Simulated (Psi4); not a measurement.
# AlH2ClF− (SMILES [F][AlH2-][Cl]): levels of theory compared

Aim: a comparison of 5 runs (HF/3-21G, HF-D3(BJ)/6-311G, B3LYP/6-31G*, TPSS/def2-TZVPP, MP2/def2-SVP) of AlH2ClF−. 

Program for the calculation: Psi4 1.11.

2 further runs of the same task are left out: 1 that didn't finish, 1 set aside as unsound or not needed.

### 1 The molecule

AlH2ClF−: 5 atoms, total charge -1, spin state singlet. SMILES: `[F][AlH2-][Cl]`. Geometry: a GFN2-xTB relaxation, a rough one for these elements and not checked as a minimum.

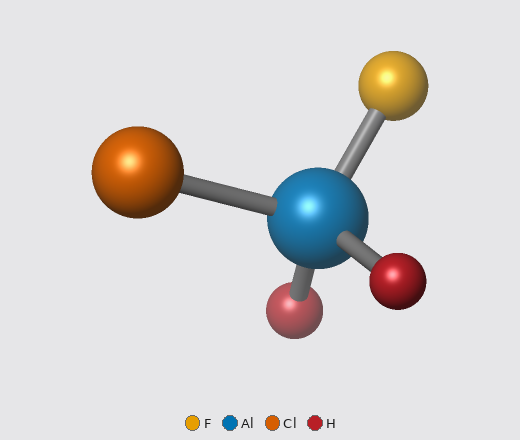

Viewed from a chosen angle; fluorine amber, aluminium blue, chlorine orange, hydrogen red.

### 2 The energy at HF/3-21G (run 1)

The input, run.py:

```python
import psi4

psi4.set_memory(1600000000)
psi4.set_num_threads(1)
psi4.set_output_file('output.dat', False)

geom = psi4.geometry("""
-1 1
F
Al 1 1.693472
Cl 2 2.112292 1 110.59826
H 2 1.584933 1 109.25026 3 117.60126
H 2 1.584781 4 113.45379 1 -122.1872
units angstrom
symmetry c1
no_reorient
no_com
""")

psi4.set_options(dict(basis='3-21G', puream=True, e_convergence=1e-09, d_convergence=1e-08, scf_type='pk'))

e_tot, wfn = psi4.energy('hf', molecule=geom, return_wfn=True)
psi4.oeprop(wfn, 'LOWDIN_CHARGES', 'MULLIKEN_CHARGES', 'MAYER_INDICES', title='HF')
print(f'hf energy: {e_tot:.10f} Eh')
```

On the command line:

```bash
python run.py
```

output.dat:

```text
[...]
  Running in c1 symmetry.
[...]
  Nuclear repulsion =  136.186806950626391
[...]
  Multiplicity = 1
[...]
  Nalpha       = 21
  Nbeta        = 21
[...]
    Number of basis functions: 39
[...]
   @RHF iter   1:  -798.08146779909544   -9.52148e-01   9.70726e-03 DIIS/ADIIS
[...]
   @RHF iter  10:  -798.13388002958334   -6.82121e-13   1.91017e-09 DIIS
[...]
    Orbital Energies [Eh]
    ---------------------
    Doubly Occupied:
       1A   -103.877787     2A    -57.866965     3A    -25.874262
       4A    -10.272908     5A     -7.736396     6A     -7.733287
       7A     -7.733205     8A     -4.674628     9A     -2.980702
      10A     -2.978240    11A     -2.978196    12A     -1.287343
      13A     -0.877594    14A     -0.438217    15A     -0.380327
      16A     -0.377562    17A     -0.346776    18A     -0.278866
      19A     -0.272955    20A     -0.251785    21A     -0.204852
[...]
  @RHF Final Energy:  -798.13388002958334
   => Energetics <=
    Nuclear Repulsion Energy =            136.1868069506263907
    One-Electron Energy =               -1389.7956661336936577
    Two-Electron Energy =                 455.4749791534839574
    Total Energy =                       -798.1338800295834517
[...]
 Multipole Moments:
 ------------------------------------------------------------------------------------
     Multipole            Electronic (a.u.)      Nuclear  (a.u.)        Total (a.u.)
 ------------------------------------------------------------------------------------
 L = 1.  Multiply by 2.5417464519 to convert [e a0] to [Debye]
 Dipole X            :         -0.0039796            0.0018635           -0.0021161
 Dipole Y            :         -2.7259818            2.3685422           -0.3574396
 Dipole Z            :         -1.9729203            1.8412196           -0.1317008
 Magnitude           :                                                    0.3809365
[...]
  Mulliken Charges: (a.u.)
   Center  Symbol    Alpha    Beta     Spin     Total
       1     F     4.79436  4.79436  0.00000 -0.58871
       2    AL     5.96350  5.96350  0.00000  1.07299
       3    CL     8.85100  8.85100  0.00000 -0.70199
       4     H     0.69558  0.69558  0.00000 -0.39116
       5     H     0.69556  0.69556  0.00000 -0.39113
   Total alpha = 21.00000, Total beta = 21.00000, Total charge = -1.00000
  Lowdin Charges: (a.u.)
   Center  Symbol    Alpha    Beta     Spin     Total
       1     F     4.73559  4.73559  0.00000 -0.47119
[...]
```

Standard output:

```text
hf energy: -798.1338800296 Eh
```

Wall time 1.3 s (1 thread of Intel Xeon 6975P-C (Granite Rapids), shared host); peak memory 0.23 GiB.

### 3 The energy at HF-D3(BJ)/6-311G (ZORA, density fitting, Cartesian functions) (run 2)

The input, calc.dat:

```
memory 1600 MB

molecule system {
  -1 1
  F     -1.193270     0.114160     1.228710
  Al    -0.086940     0.062310    -0.052380
  Cl     1.653880    -0.992940     0.511330
  H     -0.732650    -0.721820    -1.269020
  H      0.358980     1.538300    -0.418630
}

set globals {
  puream       false
  df_scf_guess false
  print        2
  relativistic zora
}

energy("hf-d3bj2b/6-311G")
```

On the command line:

```bash
psi4 -n 1 calc.dat calc.out
```

calc.out:

```text
[...]
  Running in c1 symmetry.
[...]
  Nuclear repulsion =  136.186831918029270
[...]
  Multiplicity = 1
[...]
  Nalpha       = 21
  Nbeta        = 21
[...]
   @DF-RHF iter   1:  -805.10438116154808   -9.29395e-01   7.39896e-03 DIIS/ADIIS
[...]
   @DF-RHF iter   8:  -805.17410369145887   -5.84794e-09   1.87405e-07 DIIS
[...]
    Orbital Energies [Eh]
    ---------------------
    Doubly Occupied:
       1A   -105.380163     2A    -58.542524     3A    -26.075842
       4A    -10.427632     5A     -7.828705     6A     -7.825990
       7A     -7.825919     8A     -4.740568     9A     -3.037274
      10A     -3.035830    11A     -3.034882    12A     -1.326529
      13A     -0.897394    14A     -0.466424    15A     -0.413000
      16A     -0.412173    17A     -0.365300    18A     -0.291012
      19A     -0.285166    20A     -0.264148    21A     -0.216999
[...]
  @DF-RHF Final Energy:  -805.17410369145887
   => Energetics <=
    Nuclear Repulsion Energy =            136.1868319180292701
    One-Electron Energy =               -1397.2863259756807111
    Two-Electron Energy =                 455.9496859223961565
    Total Energy =                       -805.1741036914588676
[...]
 Multipole Moments:
 ------------------------------------------------------------------------------------
     Multipole            Electronic (a.u.)      Nuclear  (a.u.)        Total (a.u.)
 ------------------------------------------------------------------------------------
 L = 1.  Multiply by 2.5417464519 to convert [e a0] to [Debye]
 Dipole X            :          0.5704738           -0.3016803            0.2687935
 Dipole Y            :         -1.3769636            1.1788608           -0.1981028
 Dipole Z            :          2.9290155           -2.7421453            0.1868702
 Magnitude           :                                                    0.3826423
[...]
```

It took 6.3 s on 1 thread of Intel Xeon 6975P-C (Granite Rapids), shared host; peak memory 0.36 GiB.

Run 3 isn't shown in full; the table further down has it.

### 4 The energy at TPSS/def2-TZVPP (ddPCM dichloromethane) (run 4)

The input, input.dat:

```
memory 1.6 GB

molecule system {
  -1 1
  F     -1.193270     0.114160     1.228710
  Al    -0.086940     0.062310    -0.052380
  Cl     1.653880    -0.992940     0.511330
  H     -0.732650    -0.721820    -1.269020
  H      0.358980     1.538300    -0.418630
  symmetry c1
}

set {
  reference rks
  scf_type pk
  df_scf_guess false
  scf_initial_accelerator adiis
  ddx true
  ddx_model pcm
  ddx_solvent dichloromethane
  ddx_radii_set uff
}

energy('tpss/def2-TZVPP')
print_variables()
```

On the command line:

```bash
psi4 -i input.dat -o output.dat -n 1
```

output.dat:

```text
[...]
  Running in c1 symmetry.
[...]
  Nuclear repulsion =  136.186831918029270
[...]
  Multiplicity = 1
[...]
  Nalpha       = 21
  Nbeta        = 21
[...]
    Number of basis functions: 143
[...]
   @RKS iter   1:  -803.87844191304532   -4.75534e-01   5.02215e-03 DIIS/ADIIS
[...]
   @RKS iter   8:  -804.07103003204111   -3.99153e-08   8.54504e-07 DIIS
[...]
    Orbital Energies [Eh]
    ---------------------
    Doubly Occupied:
       1A   -100.918763     2A    -55.545133     3A    -24.313802
       4A     -9.172120     5A     -6.946158     6A     -6.943846
       7A     -6.943571     8A     -3.912639     9A     -2.483078
      10A     -2.481235    11A     -2.479207    12A     -1.005595
      13A     -0.699375    14A     -0.363761    15A     -0.308057
      16A     -0.301004    17A     -0.300203    18A     -0.255672
      19A     -0.252531    20A     -0.240344    21A     -0.203581
[...]
  @RKS Final Energy:  -804.07103003204111
   => Energetics <=
    Nuclear Repulsion Energy =            136.1868319180292701
    One-Electron Energy =               -1394.8128334879731938
    Two-Electron Energy =                 513.1581596726825865
    DFT Exchange-Correlation Energy =     -58.5274088381786441
    Empirical Dispersion Energy =           0.0000000000000000
    VV10 Nonlocal Energy =                  0.0000000000000000
    DD Solvation Energy =                 -0.0757792966010425
    Total Energy =                       -804.0710300320411079
[...]
 Multipole Moments:
 ------------------------------------------------------------------------------------
     Multipole            Electronic (a.u.)      Nuclear  (a.u.)        Total (a.u.)
 ------------------------------------------------------------------------------------
 L = 1.  Multiply by 2.5417464519 to convert [e a0] to [Debye]
 Dipole X            :          0.8037892           -0.3016803            0.5021089
 Dipole Y            :         -1.6186646            1.1788608           -0.4398038
 Dipole Z            :          3.2691880           -2.7421453            0.5270426
 Magnitude           :                                                    0.8504791
[...]
```

It took 17 s on 1 thread of Intel Xeon 6975P-C (Granite Rapids), shared host; peak memory 1.1 GiB.

### 5 The energy at MP2/def2-SVP (run 5)

The input, input.dat:

```
memory 1600 MB

molecule {
  -1 1
  F     -2.25495349     0.21573113     2.32192539
  Al    -0.16429279     0.11774883    -0.09898385
  Cl     3.12538024    -1.87638466     0.96627366
  H     -1.38450785    -1.36404211    -2.39810025
  H      0.67837388     2.90696570    -0.79109605
  units au
  symmetry c1
}

set globals {
  basis def2-SVP
  puream true
  e_convergence 1e-09
  d_convergence 1e-08
  scf_type pk
  num_frozen_docc 11
  mp2_type conv
}

energy_value, wavefunction = energy("mp2", return_wfn=True)
print_variables()
```

On the command line:

```bash
psi4 input.dat output.dat -n 1
```

output.dat:

```text
[...]
  Running in c1 symmetry.
[...]
  Nuclear repulsion =  136.186832072048588
[...]
  Multiplicity = 1
[...]
  Nalpha       = 21
  Nbeta        = 21
[...]
    Number of basis functions: 60
[...]
   @RHF iter   1:  -801.84811579059351   -9.39817e-01   6.36021e-03 DIIS/ADIIS
[...]
   @RHF iter  10:  -801.90383871493691   -3.29692e-12   4.57952e-09 DIIS
[...]
    Orbital Energies [Eh]
    ---------------------
    Doubly Occupied:
       1A   -104.559565     2A    -58.237733     3A    -26.019033
       4A    -10.324647     5A     -7.799060     6A     -7.797400
       7A     -7.797345     8A     -4.670617     9A     -2.990347
      10A     -2.989180    11A     -2.988058    12A     -1.283313
      13A     -0.863207    14A     -0.456394    15A     -0.404008
      16A     -0.403706    17A     -0.346928    18A     -0.272670
      19A     -0.268920    20A     -0.248147    21A     -0.201120
[...]
  @RHF Final Energy:  -801.90383871493691
   => Energetics <=
    Nuclear Repulsion Energy =            136.1868320720485883
    One-Electron Energy =               -1394.3385461773957559
    Two-Electron Energy =                 456.2478753904102291
    Total Energy =                       -801.9038387149369100
[...]
 Multipole Moments:
 ------------------------------------------------------------------------------------
     Multipole            Electronic (a.u.)      Nuclear  (a.u.)        Total (a.u.)
 ------------------------------------------------------------------------------------
 L = 1.  Multiply by 2.5417464519 to convert [e a0] to [Debye]
 Dipole X            :          0.8200583           -0.3016803            0.5183780
 Dipole Y            :         -1.6071968            1.1788608           -0.4283360
 Dipole Z            :          3.2186630           -2.7421453            0.4765177
 Magnitude           :                                                    0.8241702
[...]
	SCS-MP2 Total Energy (a.u.)        :  -802.29669074662695
	SOS-MP2 Total Energy (a.u.)        :  -802.26362994553403
	SCSN-MP2 Total Energy (a.u.)       :  -802.07839974470812
[...]
	SOS-PI-MP2 Total Energy (a.u.)     :  -802.32359515063354
[...]
	MP2 Total Energy (a.u.)            :  -802.30284714371351
[...]
```

Wall time 1.8 s (1 thread of Intel Xeon 6975P-C (Granite Rapids), shared host); peak memory 0.24 GiB.

### 6 Overview of the runs

```csv
run,level,integrals,integral approximation,energy (Eh),HOMO energy (eV),LUMO energy (eV),HOMO–LUMO gap (eV),wall time
1,HF/3-21G,pk,none,-798.133880,-5.57,8.99,14.57,1.3 s
2,"HF-D3(BJ)/6-311G (ZORA, density fitting, Cartesian functions)",df,program's default,-805.174104,-5.90,6.92,12.82,6.3 s
3,B3LYP/6-31G* (Cartesian functions),pk,none,-803.871349,-1.97,5.81,7.78,6.3 s
4,TPSS/def2-TZVPP (ddPCM dichloromethane),pk,none,-804.071030,-5.54,1.17,6.71,17 s
5,MP2/def2-SVP,pk,none,-802.302847,-5.47,9.50,14.97,1.8 s
```

### 7 Results

```
                                                    quantity          value
                                         run 5: total energy  -802.30285 Eh
                  run 5: HOMO energy (Hartree–Fock orbitals)       -5.47 eV
                  run 5: LUMO energy (Hartree–Fock orbitals)        9.50 eV
run 5: HOMO–LUMO gap (to an unbound level, set by the basis)       14.97 eV
         run 5: correlation energy (11 core orbitals frozen)     -399.0 mEh
```

In words: Over runs 1, 2, 3, 4 the HOMO–LUMO gap runs from 6.71 eV (TPSS/def2-TZVPP) to 14.57 eV (HF/3-21G). The two ends differ in method and basis and solvent. The empty levels of an anion lie above zero and hang on the basis. Totals of different functionals can't be ranked against each other. Some runs of one species differ in core potentials or relativity; totals across that change don't compare. All runs together took 33 s, the longest 17 s.
